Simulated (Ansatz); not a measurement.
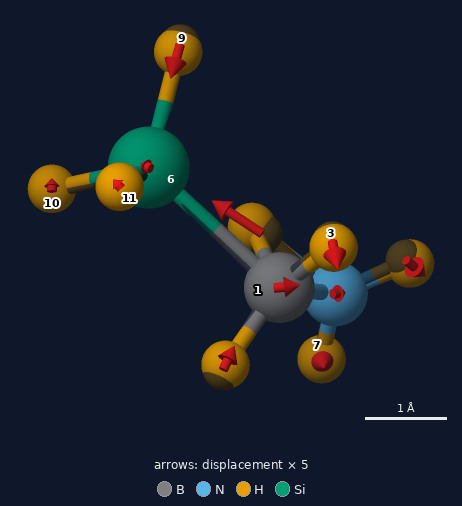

A saddle-point search of BSiNH₈. The starting structure is drawn faded, the final one solid; red arrows show the displacements, 5 times their true length. The two geometries are superimposed by the best rigid fit.

Style: ball-and-stick. Shown from a free direction.

Level of theory: Ansatz, RKS PBE0-D4/pcseg-2.

Input file:
```yaml
crystal:
  periodic: [false, false, false]
  atoms:
    - {symbol: B, position_ang: [-0.742372, -0.337582, -0.191086]}
    - {symbol: N, position_ang: [-0.990382, 1.109459, -0.698389]}
    - {symbol: H, position_ang: [-0.539221, -1.075828, -1.154806]}
    - {symbol: H, position_ang: [-1.460882, -0.685837, 0.741555]}
    - {symbol: H, position_ang: [0.008664, 0.690489, -0.208988]}
    - {symbol: Si, position_ang: [1.198059, -0.582169, 0.648113]}
    - {symbol: H, position_ang: [-1.612551, 1.774621, -0.203658]}
    - {symbol: H, position_ang: [-0.941425, 1.268561, -1.690135]}
    - {symbol: H, position_ang: [2.493861, -0.364274, -0.248048]}
    - {symbol: H, position_ang: [1.450640, 0.134187, 1.964033]}
    - {symbol: H, position_ang: [1.013337, -2.009783, 0.940580]}
basis:
  gaussian: {orbitals: pcseg-2}
hamiltonian: {xc: pbe0, dispersion: d4}
saddle:
  f_tol: 0.02
  max_steps: 40
  mode_guess:
    - [0.1600, -0.2723, 0.1392]
    - [0.2638, -0.0126, 0.1147]
    - [-0.0737, -0.0485, -0.0446]
    - [-0.0949, -0.0389, -0.0037]
    - [-0.4279, 0.6297, -0.3450]
    - [-0.0970, -0.0788, -0.0199]
    - [0.1300, -0.0606, 0.0467]
    - [0.1179, -0.0506, 0.0856]
    - [-0.0398, 0.0035, 0.0088]
    - [-0.0172, -0.0055, -0.0342]
    - [0.0789, -0.0654, 0.0526]
```

Launched with:
```bash
ansatz run in.yaml --threads 2 --pin off --events-out ev --progress --plain --max-ram 4352MiB
```

What happened in the run?

H5 moves most after the best rigid fit: 0.15 Å. Largest moves by element: H 0.15 Å, B 0.07 Å, N 0.04 Å, Si 0.03 Å. Among the contacts that change: N2–H5 1.189 → 1.358 Å, Si6–H9 1.590 → 1.491 Å, B1–H5 1.273 → 1.371 Å, B1–Si6 2.128 → 2.198 Å. Bond angles that change, for instance: H5–B1–Si6 63.9° → 56.7°, H3–B1–H5 112.1° → 119.0°, H4–B1–H5 125.8° → 119.1°. After 9 geometry steps the energy has fallen by 5.85 kcal/mol. Largest force component: 2.6 eV/Å at the start, 0.0039 eV/Å at the end. The run took 4.7 min on 2 threads of Arm Neoverse V1, with other jobs on the host.
